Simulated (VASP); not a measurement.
Band structure of YSb (relaxed from the NiAs type structure, space group P6_3/mmc). Calculation: PBEsol GGA, VASP's PBE PAW potentials (set 64) (plane waves; VASP 6.6.1).

Unless said otherwise, spin-orbit coupling is left out, though it shifts the bands of the heavy elements here.

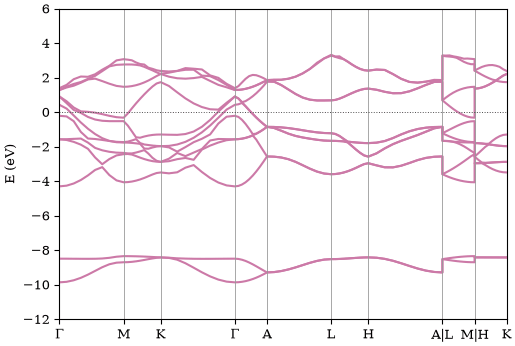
Fig. 1. Bands along high-symmetry lines, zero at the valence-band maximum or, without a gap, the Fermi level

Task: Read the plot: is there a gap, and where are the band edges?

Result: It has no gap at this level: it comes out as a metal or semimetal. (Edges off the drawn lines would not show.)

The structure was generated: YSb was put into the NiAs type type (P6_3/mmc), which need not be its known phase. It was relaxed first, which changed the volume by -32 %.
